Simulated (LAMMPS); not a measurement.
Consider Si (diamond structure), a cell 114 Å long along the (001) normal (4200 atoms) with 66 % of it melted and the whole then held at 1350 K and zero normal pressure in molecular dynamics.

Model: classical MD, pair style edip, file Si.edip; code LAMMPS.

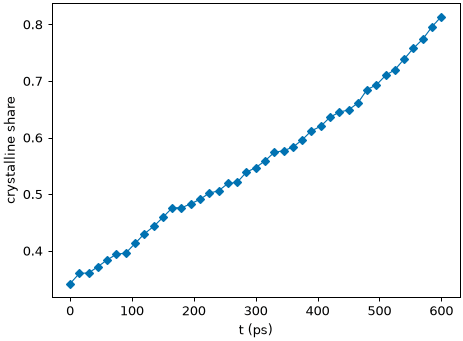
*Crystalline share against t (ps)*

Read from the full data:
- interface speed (growth positive): 4.2 ± 0.1 m/s
- direction: the crystal grows
